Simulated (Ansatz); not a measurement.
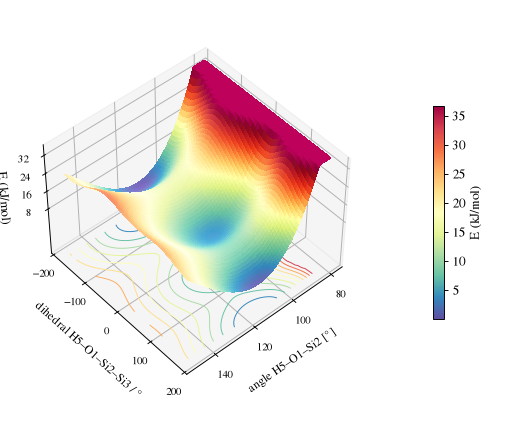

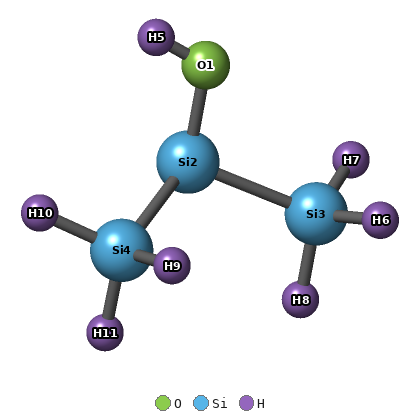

Energy landscape of H₇OSi₃, SMILES O[Si]([SiH3])[SiH3], spin multiplicity 2. First axis: angle H5–O1–Si2. Second axis: dihedral H5–O1–Si2–Si3. Nothing is relaxed (all other coordinates rigid). Grid: 15 × 15 points. Points are written as (first, second). All energies are given in kJ/mol relative to the relaxed molecule at the same level. The calculation used UKS PBE-D4/def2-SVP in Ansatz.

Drawn: a relief with its contours projected below, any walls above the top of the colour scale cut off. Between grid points the surface is interpolated. The second picture is the structure at the lowest point.

Where are the wells?

The lowest grid point is at (114.2°, −180°), 0.27 kJ/mol from the relaxed molecule at the same level. A higher local minimum lies near (114.2°, 36°) (3.2 kJ/mol above the lowest at that grid point). The highest grid point, (79.2°, −60°), lies 67.8 kJ/mol above the lowest. On the interpolated surface the easiest way out of the lowest well to the well at about (113°, 45°) passes a barrier of about 8.6 kJ/mol. Round the minimum the two coordinates are nearly uncoupled.

Time for the 225 points that were run: 8 min on 1 thread of AMD EPYC 9R45 96-Core Processor (Zen 5), on a shared host.
